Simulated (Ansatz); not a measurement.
**One shape, several levels: triplet SOF2**

We compute a comparison of 6 runs (UHF/STO-3G, UB3LYP/6-31G*, U-revPBE/aug-cc-pVDZ, U-wB97X/aug-cc-pVDZ, RPA@PBE0/aug-cc-pVDZ) of triplet SOF2. 

The calculation is run with Ansatz 0.2.0.

52 further runs of the same task are left out: 52 set aside as unsound or not needed.

**1. Starting point**

The species is SOF2 (4 atoms), meant as a triplet with charge 0. SMILES of the parent species: `O=S(F)F`. The shape is that of a PBE0-D4/def2-TZVP optimisation. That shape belongs to the parent species and isn't relaxed for this state.

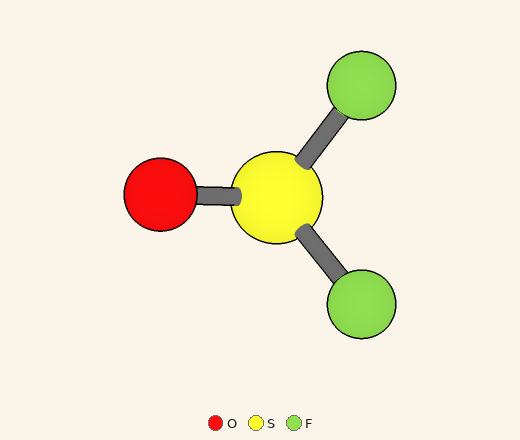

The structure, seen from a chosen angle (oxygen red, sulfur yellow, fluorine green).

**2. A single-point energy at UHF/STO-3G (run 1)**

Contents of input.yaml:

```yaml
basis:
  gaussian:
    orbitals: STO-3G
crystal:
  periodic: [false, false, false]
  atoms:
    - {symbol: O, position_ang: [0.932400, 0.066600, -1.017800]}
    - {symbol: S, position_ang: [-0.151300, -0.426200, -0.245700]}
    - {symbol: F, position_ang: [-1.124400, 0.804200, 0.000400]}
    - {symbol: F, position_ang: [0.343300, -0.444600, 1.263100]}
magnetization:
  spin_polarized: true
  initial_magnetization: 2
hamiltonian:
  xc: hf
accuracy: high
output: {orbitals: {seedname: orbitals}}
```

Run with:

```
$ ansatz run input.yaml --threads 1 --pin off --max-ram 3480MiB --events-out events.jsonl --progress --plain --runs-dir runs
```

Output:

```text
Warning: RAYON_NUM_THREADS=1 ignored (pool sized by the plan → 1); use --threads N
Functional definition: HF
  name "HF"
  exchange = exact_x
  correlation = 0
463 factors; integrals over basis functions are off by at most 3.4e-8 eV
mean field evaluation 1: about -18027.2839 eV, gradient 2.1e1 eV
mean field evaluation 2: about -18027.5173 eV, gradient 2.1e1 eV
mean field evaluation 4: about -18032.0383 eV, gradient 3.6e0 eV
mean field evaluation 8: about -18032.5903 eV, gradient 2.9e-1 eV
mean field evaluation 16: about -18032.5938 eV, gradient 1.5e-3 eV
mean field evaluation 32: about -18032.5012 eV, gradient 7.9e-1 eV
mean field evaluation 64: about -18032.5602 eV, gradient 6.4e-1 eV
mean field evaluation 96: about -18032.6532 eV, gradient 1.7e-1 eV
mean field evaluation 128: about -18032.6496 eV, gradient 1.7e-1 eV
mean field evaluation 160: about -18032.6216 eV, gradient 5.2e-1 eV
mean field -18032.65698238 eV, -662.6879211285 hartree, gradient 6.4e-8 eV, S^2 2.040046; 4 other end points of the search recorded, 0 dependent functions left out
reference -18032.65698238 eV, -662.6879211285 hartree; 22, 20 occupied and 2, 4 virtual orbitals, 463 factors
Total energy: -18032.65698238 eV, -662.6879211285 hartree
```

It took 1.6 s on 1 thread of Intel Xeon Platinum 8488C (Sapphire Rapids), shared host.

**3. A single-point energy at UB3LYP/6-31G(d) (spherical functions) (run 2)**

Contents of in.yaml:

```yaml
crystal:
  periodic: [false, false, false]
  atoms:
    - {symbol: O, position_ang: [0.932400, 0.066600, -1.017800]}
    - {symbol: S, position_ang: [-0.151300, -0.426200, -0.245700]}
    - {symbol: F, position_ang: [-1.124400, 0.804200, 0.000400]}
    - {symbol: F, position_ang: [0.343300, -0.444600, 1.263100]}
basis:
  gaussian:
    orbitals: 6-31G_st_-spherical.json
magnetization:
  spin_polarized: true
  initial_magnetization: 2
hamiltonian:
  xc: {name: B3LYP}
accuracy: high
output:
  orbitals: {seedname: orbitals}
```

The basis set 6-31G* is read from a file made from the Basis Set Exchange's data (not shown).

Run with:

```
$ ansatz run in.yaml --threads 1 --pin off --max-ram 3480MiB --events-out events.jsonl --progress --plain --runs-dir runs
```

Output:

```text
Warning: RAYON_NUM_THREADS=1 ignored (pool sized by the plan → 1); use --threads N
Functional definition: B3LYP
  name "B3LYP"
  parameter a0 = 0.2
  parameter ax = 0.72
  parameter ac = 0.81
  exchange = (1 - a0 - ax)*slater_x + ax*b88_x + a0*exact_x
  correlation = (1 - ac)*vwn_rpa_c + ac*lyp_c
1248 factors; integrals over basis functions are off by at most 3.4e-9 eV
mean field evaluation 1: about -18302.2914 eV, gradient 4.1e1 eV
mean field evaluation 2: about -18278.1193 eV, gradient 8.7e1 eV
mean field evaluation 4: about -18308.1449 eV, gradient 7.3e0 eV
mean field evaluation 8: about -18308.5700 eV, gradient 5.4e-1 eV
mean field evaluation 16: about -18308.5716 eV, gradient 4.2e-4 eV
mean field evaluation 32: about -18308.5716 eV, gradient 7.9e-8 eV
mean field -18308.57159016 eV, -672.8275959430 hartree, gradient 7.9e-8 eV, S^2 2.008194; 4 other end points of the search recorded, 0 dependent functions left out
reference -18308.57161575 eV, -672.8275968832 hartree; 22, 20 occupied and 38, 40 virtual orbitals, 1248 factors
Total energy: -18308.57161575 eV, -672.8275968832 hartree
```

Wall time 7.5 s (1 thread of Intel Xeon Platinum 8488C (Sapphire Rapids), shared host); peak memory 0.25 GiB.

Run 3 isn't shown in full; the table further down has it.

**4. The energy at U-revPBE/aug-cc-pVDZ (run 4)**

Contents of run.yaml:

```yaml
crystal:
  periodic: [false, false, false]
  atoms:
    - symbol: O
      position_ang: [0.932400, 0.066600, -1.017800]
    - symbol: S
      position_ang: [-0.151300, -0.426200, -0.245700]
    - symbol: F
      position_ang: [-1.124400, 0.804200, 0.000400]
    - symbol: F
      position_ang: [0.343300, -0.444600, 1.263100]
basis:
  gaussian:
    orbitals: aug-cc-pVDZ
output:
  orbitals: {seedname: orbitals}
accuracy: high
hamiltonian:
  xc: {name: revPBE}
magnetization:
  spin_polarized: true
  initial_magnetization: 2
```

Run with:

```
$ ansatz run run.yaml --threads 1 --pin off --max-ram 3480MiB --events-out events.jsonl --progress --plain --runs-dir runs
```

Output:

```text
Warning: RAYON_NUM_THREADS=1 ignored (pool sized by the plan → 1); use --threads N
Functional definition: revPBE
  name "revPBE"
  parameter kappa = 1.245
  parameter beta = 0.06672455060314922
  exchange = pbe_x(kappa = kappa, mu = beta*pi^2/3)
  correlation = pbe_c(beta = beta)
1941 factors; integrals over basis functions are off by at most 3.2e-9 eV
mean field evaluation 1: about -18298.6413 eV, gradient 4.7e1 eV
mean field evaluation 2: about -18215.8593 eV, gradient 1.3e2 eV
mean field evaluation 4: about -18304.6429 eV, gradient 2.2e1 eV
mean field evaluation 8: about -18306.3263 eV, gradient 1.3e-1 eV
mean field evaluation 16: about -18306.3264 eV, gradient 1.2e-4 eV
mean field evaluation 32: about -18306.0087 eV, gradient 8.2e0 eV
mean field -18306.32641912 eV, -672.7450874290 hartree, gradient 4.3e-8 eV, S^2 2.003593; 3 other end points of the search recorded, 0 dependent functions left out
reference -18306.32642433 eV, -672.7450876204 hartree; 22, 20 occupied and 74, 76 virtual orbitals, 1941 factors
Total energy: -18306.32642433 eV, -672.7450876204 hartree
```

Wall time 11 s (1 thread of Intel Xeon Platinum 8488C (Sapphire Rapids), shared host); peak memory 0.32 GiB.

Run 5 isn't shown in full; the table further down has it.

**5. The energy at RPA@PBE0/aug-cc-pVDZ (run 6)**

Contents of input.yaml:

```yaml
crystal:
  periodic: [false, false, false]
  atoms:
    - symbol: O
      position_ang: [0.932400, 0.066600, -1.017800]
    - symbol: S
      position_ang: [-0.151300, -0.426200, -0.245700]
    - symbol: F
      position_ang: [-1.124400, 0.804200, 0.000400]
    - symbol: F
      position_ang: [0.343300, -0.444600, 1.263100]
basis:
  gaussian:
    orbitals: aug-cc-pVDZ
magnetization:
  spin_polarized: true
  initial_magnetization: 2
hamiltonian:
  xc: {name: PBE0}
correlation:
  method: rpa
  frozen_orbitals: {F: 1, O: 1, S: 5}
accuracy: high
```

Run with:

```
$ ansatz run input.yaml --threads 1 --pin off --max-ram 3480MiB --events-out events.jsonl --progress --plain --runs-dir runs
```

Output, cut to the lines that bear on the results:

```text
Warning: RAYON_NUM_THREADS=1 ignored (pool sized by the plan → 1); use --threads N
Functional definition: PBE0
  name "PBE0"
[...]
1941 factors; integrals over basis functions are off by at most 3.2e-9 eV
[...]
mean field -18299.47608260 eV, -672.4933422053 hartree, gradient 9.4e-8 eV, S^2 2.010360; 6 other end points of the search recorded, 0 dependent functions left out
8 core orbitals not correlated: weight in the atoms' cores, before any rotation towards them, 1.000 or more for the frozen orbitals, at most 0.000 for the correlated occupied ones
reference -18259.15173994 eV, -671.0114499451 hartree; 14, 12 occupied and 74, 76 virtual orbitals, 1941 factors
Total energy: -18286.61556214 eV, -672.0207267954 hartree
```

Run time: 20 s. Hardware: 1 thread of Intel Xeon Platinum 8488C (Sapphire Rapids), shared host; peak memory 0.46 GiB.

**6. All runs side by side**

```
run                                level  Cartesian functions  frozen core orbitals  energy (Eh)  HOMO energy (eV)   ⟨S²⟩  wall time
  1                           UHF/STO-3G                   no                     –  -662.687921             -2.13  2.040      1.6 s
  2  UB3LYP/6-31G* (spherical functions)                   no                     –  -672.827597             -3.34  2.008      7.5 s
  3  UB3LYP/6-31G* (Cartesian functions)                  yes                     –  -672.834263             -3.37  2.008        9 s
  4                 U-revPBE/aug-cc-pVDZ                   no                     –  -672.745088             -2.87  2.004       11 s
  5                  U-wB97X/aug-cc-pVDZ                   no                     –  -672.820418             -6.56  2.012       53 s
  6                 RPA@PBE0/aug-cc-pVDZ                   no                     8  -672.020727                 –  2.010       20 s
```

**7. Results**

| quantity | value |
| --- | --- |
| run 6: total energy | -672.02073 Eh |
| run 6: RPA correlation energy (valence) | -1009.3 mEh |
| run 6: ⟨S²⟩ of the reference determinant | 2.010 |

In words: Totals of different functionals can't be ranked against each other. In run 1 the basis is minimal, so the values are rough. All runs together took 1.7 min, the longest 53 s.
